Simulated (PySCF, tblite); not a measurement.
# C4H3FN radical: geometry, infrared bands and EPR parameters

Aim: predict the infrared bands and EPR parameters of C4H3FN radical (`F/C=[C]\[C@@H]1C=N1`).

Programs: tblite 0.8.0 and PySCF 2.14.0, with density-fitted response routines of our own. Each step states its level of theory. These are calculated values for one molecule in the gas phase, unless marked as measured. Atoms are numbered from 0 throughout.

## 1. Starting geometry

9 atoms, charge 0, multiplicity 2; geometry from: force field or distance geometry start.

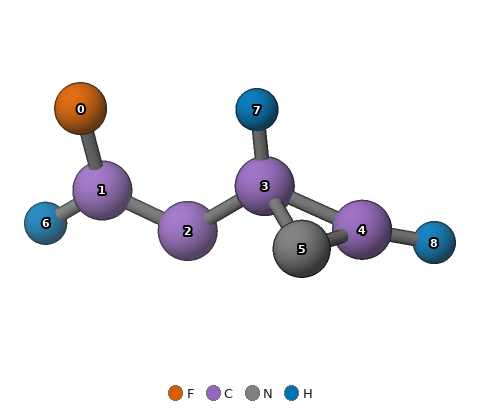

The starting geometry (fluorine orange, carbon purple, nitrogen grey, hydrogen blue), atoms numbered.

## 2. Geometry optimisation with GFN2-xTB

What the job is given:

```
{"job": {"kind": "relax", "xc": "GFN2-xTB", "basis": "xTB"}, "charge": 0, "multiplicity": 2}
F      2.148200    -0.888200     0.449200
C      1.615300    -0.437200    -0.730000
C      0.385300     0.003600    -0.848700
C     -0.474400     0.021300     0.355700
C     -1.861000     0.554600     0.310400
N     -0.932800     1.341600     0.703200
H      2.249900    -0.447300    -1.608000
H     -0.193400    -0.593700     1.249400
H     -2.923500     0.451300     0.093500
```

The run is started by

```console
OMP_NUM_THREADS=1 python probes_run.py task.json out
```

One launch serves the whole session: the jobs run in the order shown.

The log of the run:

```text
step      E/eV     max force
  0    -476.53924    2.625
  1    -476.73666    1.818
  2    -476.84618    2.042
  3    -476.90041    0.618
  4    -476.92217    0.629
  5    -476.94799    0.677
  6    -476.96400    0.486
  7    -476.97507    0.338
  8    -476.98467    0.260
  9    -476.99564    0.459
 10    -477.01149    0.519
 11    -477.02460    0.339
 12    -477.03167    0.274
 13    -477.03738    0.250
 14    -477.04401    0.302
 15    -477.04964    0.228
 16    -477.05453    0.205
 17    -477.05933    0.223
 18    -477.06532    0.312
 19    -477.07375    0.391
 20    -477.08479    0.350
 21    -477.09612    0.309
 22    -477.10593    0.278
 23    -477.11267    0.209
 24    -477.11030    0.432
 25    -477.11859    0.171
 26    -477.12094    0.155
 27    -477.12752    0.135
 28    -477.12889    0.138
 29    -477.13086    0.144
 30    -477.13269    0.155
 31    -477.13592    0.228
 32    -477.13950    0.228
 33    -477.14283    0.194
 34    -477.14562    0.205
 35    -477.14943    0.234
 36    -477.15127    0.399
 37    -477.15812    0.227
 38    -477.16170    0.151
 39    -477.16501    0.136
 40    -477.16652    0.138
 41    -477.17140    0.162
 42    -477.17682    0.258
 43    -477.17857    0.404
 44    -477.18707    0.192
 45    -477.19004    0.180
 46    -477.19491    0.155
 47    -477.19757    0.166
 48    -477.20063    0.130
 49    -477.20199    0.113
 50    -477.20296    0.094
 51    -477.20419    0.075
 52    -477.20485    0.066
 53    -477.20532    0.065
 54    -477.20569    0.070
 55    -477.20609    0.070
 56    -477.20650    0.075
 57    -477.20693    0.092
 58    -477.20738    0.090
 59    -477.20784    0.079
 60    -477.20822    0.064
 61    -477.20845    0.050
 62    -477.20857    0.046
 63    -477.20864    0.029
 64    -477.20870    0.016
 65    -477.20872    0.013
 66    -477.20873    0.011
 67    -477.20874    0.006
```

It took 0.19 s on 1 thread of Arm Neoverse V2, shared host.

The steps of the relaxation: (not every step is listed)

```
step  energy from step 0 (eV)  largest force (eV/Å)
   0                   0.0000                2.6250
   1                  -0.1974                1.8177
   2                  -0.3069                2.0420
   3                  -0.3612                0.6177
   4                  -0.3829                0.6288
   5                  -0.4087                0.6772
   6                  -0.4248                0.4861
   7                  -0.4358                0.3383
   8                  -0.4454                0.2599
  13                  -0.4981                0.2499
  18                  -0.5261                0.3119
  23                  -0.5734                0.2093
  28                  -0.5897                0.1377
  33                  -0.6036                0.1942
  38                  -0.6225                0.1509
  43                  -0.6393                0.4043
  48                  -0.6614                0.1295
  53                  -0.6661                0.0651
  58                  -0.6681                0.0897
  62                  -0.6693                0.0459
  63                  -0.6694                0.0286
  64                  -0.6695                0.0163
  65                  -0.6695                0.0126
  66                  -0.6695                0.0112
  67                  -0.6695                0.0058
```

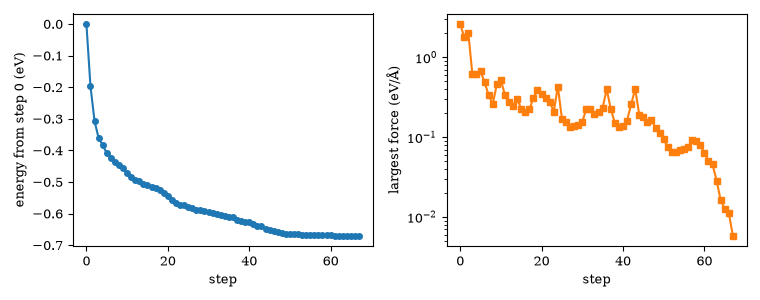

Energy and force, step by step.

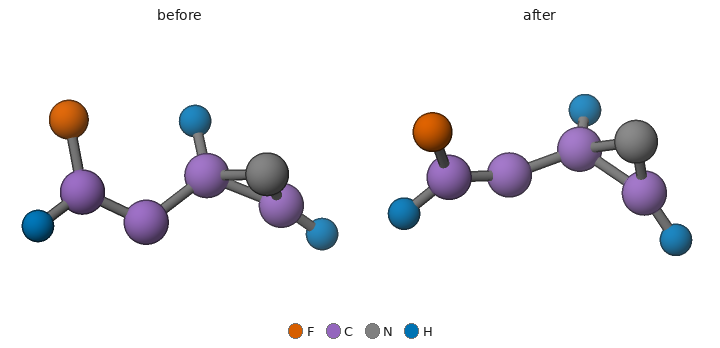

The geometry before (left) and after (right).

Close pairs (by a distance rule), those that changed most:

| bond | before (Å) | after (Å) | change (Å) |
| --- | --- | --- | --- |
| C3–N5 | 1.440 | 1.545 | +0.105 |
| C2–C3 | 1.480 | 1.402 | -0.077 |
| C4–N5 | 1.279 | 1.242 | -0.036 |
| C3–H7 | 1.121 | 1.086 | -0.034 |
| C4–H8 | 1.089 | 1.065 | -0.025 |
| C1–C2 | 1.312 | 1.290 | -0.022 |
| C3–C4 | 1.486 | 1.477 | -0.009 |
| F0–C1 | 1.370 | 1.372 | +0.002 |

The next job starts from the end point, and lists it.

## 3. Infrared spectrum with GFN2-xTB

What the job is given:

```
{"job": {"kind": "ir", "xc": "GFN2-xTB", "basis": "xTB"}, "charge": 0, "multiplicity": 2}
F      2.630460     0.214402    -0.117576
C      1.614813    -0.461720    -0.745055
C      0.406455    -0.529504    -0.299087
C     -0.628096    -0.213240     0.593404
C     -1.691883     0.739287     0.216132
N     -0.887922     1.250579     1.013446
H      1.989007    -0.938650    -1.641517
H     -0.866749    -0.962827     1.342403
H     -2.552522     0.907666    -0.387330
```

The log of the run:

```text
mode    cm-1     km/mol
  1      66.1      1.18
  2      98.1      4.70
  3     220.9      3.45
  4     341.7     16.90
  5     487.7      3.37
  6     578.5     21.45
  7     628.5     27.61
  8     739.1     13.33
  9     762.0      5.54
 10     871.0     87.62
 11     885.4     46.35
 12     955.9     15.05
 13    1011.8     67.63
 14    1152.7     51.46
 15    1233.6     19.17
 16    1276.5      8.92
 17    1794.6     90.84
 18    1840.8     22.55
 19    2996.7     19.11
 20    3030.1      8.55
 21    3204.3      4.02
```

Wall time 0.11 s (1 thread of Arm Neoverse V2, shared host).

The strongest bands and the atoms that carry them (share of the mass-weighted mode):

| cm⁻¹ | km/mol | atoms |
| --- | --- | --- |
| 578 | 21.4 | C2 57 %, F0 18 %, C1 15 % |
| 628 | 27.6 | N5 35 %, C3 31 %, C4 20 % |
| 871 | 87.6 | C1 38 %, F0 26 %, C3 19 % |
| 885 | 46.4 | H8 75 % |
| 1012 | 67.6 | C1 29 %, C3 26 %, F0 11 %, C4 11 % |
| 1153 | 51.5 | C3 40 %, C4 27 %, H7 19 % |
| 1795 | 90.8 | C4 46 %, N5 46 % |
| 1841 | 22.6 | C2 63 %, C1 32 % |

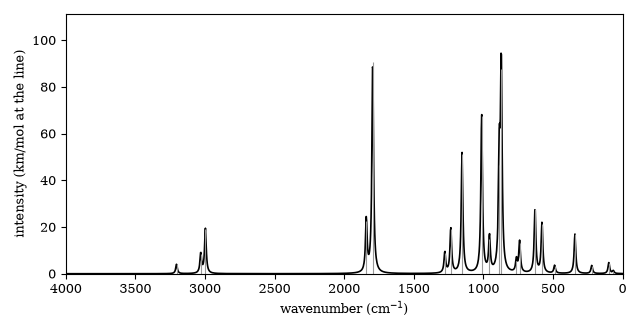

The infrared spectrum from these modes, unscaled. Lines are broadened to a width of 14 cm⁻¹ (Lorentzian).

## 4. EPR parameters: B3LYP/pcH-1

The job, as its differences from that of step 3:

```diff
@@ -1,2 +1,2 @@
-{"job": {"kind": "ir", "xc": "GFN2-xTB", "basis": "xTB"}, "charge": 0, "multiplicity": 2}
+{"job": {"kind": "epr", "basis": "pcH-1"}, "charge": 0, "multiplicity": 2}
 F      2.630460     0.214402    -0.117576
```

Method: UKS B3LYP, pcH-1 on C F H N, non-relativistic, mean-field spin-orbit, GIAO.

The log of the run:

```text
UKS, coarse grid
  cycle   1  E = -308.59247728  |g| = 3.63e-01
  cycle   2  E = -308.52891277  |g| = 5.88e-01
  cycle   3  E = -308.64387979  |g| = 9.01e-02
  cycle   4  E = -308.64564460  |g| = 6.59e-02
  cycle   5  E = -308.64763145  |g| = 1.55e-02
  cycle   6  E = -308.64776610  |g| = 6.36e-03
  cycle   7  E = -308.64780309  |g| = 2.56e-03
  cycle   8  E = -308.64781325  |g| = 1.41e-03
  cycle   9  E = -308.64781696  |g| = 8.32e-04
UKS, final grid
  cycle   1  E = -308.64777628  |g| = 1.34e-03
  cycle   2  E = -308.64777437  |g| = 2.56e-03
  cycle   3  E = -308.64777739  |g| = 1.87e-04
  cycle   4  E = -308.64777746  |g| = 1.87e-04
  cycle   5  E = -308.64777752  |g| = 1.18e-04
  cycle   6  E = -308.64777753  |g| = 1.29e-05
E = -308.64777753 Eh   <S^2> = 0.7601 (exact 0.7500)
g shifts (ppm)      1          2          3
  rmc          -184       -184       -184
  gc             34         42         42
  oz_so       -1235       -593         67
  total       -1385       -736        -75
hyperfine (MHz)  atom isotope    a_iso     a_fc   dipolar eigenvalues
    0   19F     304.15     304.15   -152.86   -110.03    262.90
    1   13C      43.40      43.40    -14.18      3.40     10.78
    2   13C     183.85     183.85    -71.25    -55.20    126.45
    3   13C     -10.24     -10.24     -8.47      1.86      6.60
    4   13C      26.83      26.83     -8.90     -6.20     15.10
    5   14N      -1.93      -1.93     -9.97     -8.61     18.57
    6    1H      54.32      54.32     -6.32     -1.96      8.28
    7    1H       4.80       4.80     -4.75     -1.17      5.92
    8    1H      41.59      41.59     -4.23     -1.54      5.77
```

Run time: 21 s. Hardware: 1 thread of Arm Neoverse V2, shared host; peak memory 0.69 GiB.

Principal g values 2.00093, 2.00158, 2.00224; g(iso) = 2.00159, against 2.00232 for a free electron.

Hyperfine couplings, nucleus by nucleus at this fixed geometry (no averaging over rotations):

```
nuclei  isotope  a(iso) (MHz)  a(iso) (G, at g = 2.0023)  largest dipolar term (MHz)
    F0      19F         304.2                      108.5                       262.9
    C2      13C         183.8                       65.6                       126.5
    H6       1H          54.3                       19.4                         8.3
    C1      13C          43.4                       15.5                       -14.2
    H8       1H          41.6                       14.8                         5.8
    C4      13C          26.8                        9.6                        15.1
    C3      13C         -10.2                       -3.7                        -8.5
    H7       1H           4.8                        1.7                         5.9
    N5      14N          -1.9                       -0.7                        18.6
```

Mulliken spin populations:

```
atom  value (e)
  F0       0.05
  C1      -0.08
  C2       0.86
  C3      -0.08
  C4       0.06
  N5       0.15
  H6       0.02
  H7       0.00
  H8       0.02
```

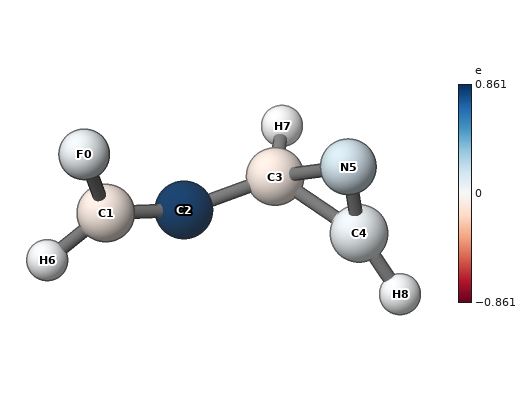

Mulliken spin populations, as colours on the atoms.

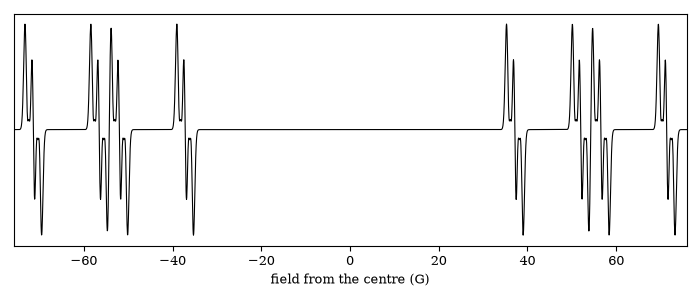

First-order isotropic spectrum (first derivative, main isotopes with spin only, couplings over 0.8 MHz, Gaussian width 0.4 G; couplings of the frozen geometry, rotation of groups not averaged beyond the rows shown).

The fields below are evaluated on a grid from the run's orbitals.

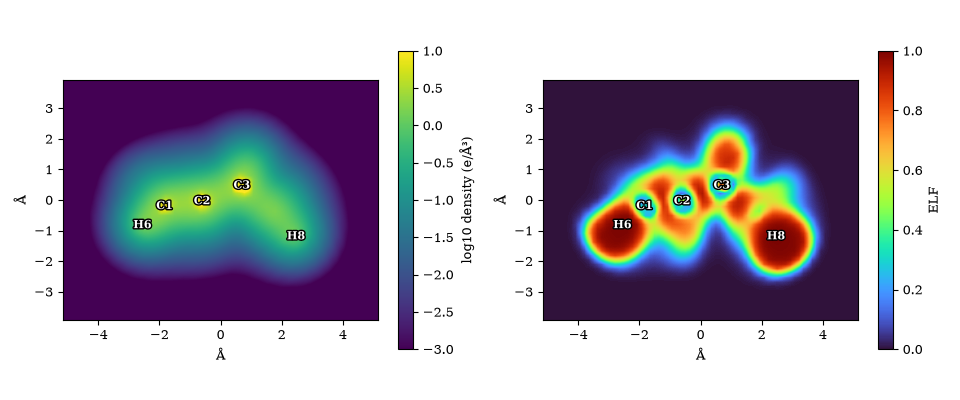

Density (left) and ELF (right) in a plane through or near 5 of the atoms.

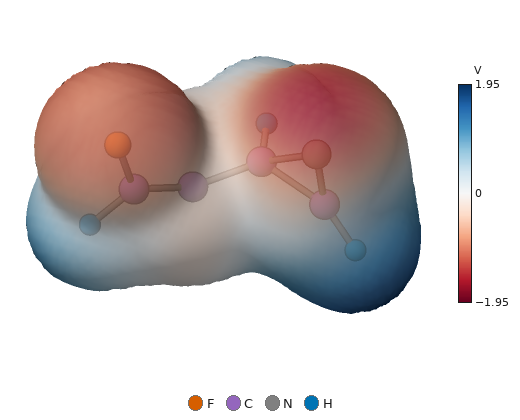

The potential that a unit positive charge feels on the 0.002 e/bohr³ surface, from -1.45 V near N5 to 1.95 V near H8.

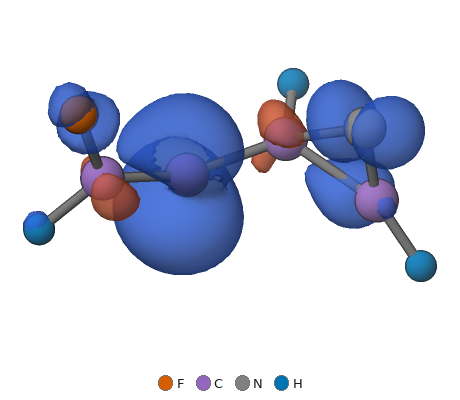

Spin density at ±0.04 e/Å³ (alpha excess blue, beta excess red).

## 5. Results

| quantity | value |
| --- | --- |
| strongest single infrared mode (GFN2-xTB) | 1795 cm⁻¹, 91 km/mol |
| zero-point energy (GFN2-xTB) | 34.6 kcal/mol |
| g(iso) (B3LYP) | 2.00159 |
| ⟨S²⟩ | 0.760 (exact 0.75) |
| largest a(iso) | 19F on F0, 304.2 MHz |
| surface potential, least and greatest | -1.45 V and 1.95 V |

In words: Over 67 steps the energy fell by 0.669 eV; of the close pairs, C3–N5 changed most, 1.440 to 1.545 Å. No mode is imaginary among the 21: a minimum at this level. The strongest single mode, at 1795 cm⁻¹, moves mainly C4 and N5. Unscaled tight-binding wavenumbers are off by several per cent, some by more. Its intensities can rank the bands wrongly. Most of the unpaired spin sits on C2 (0.86 e). The isotropic g lies 0.7 ppt below the free-electron value.
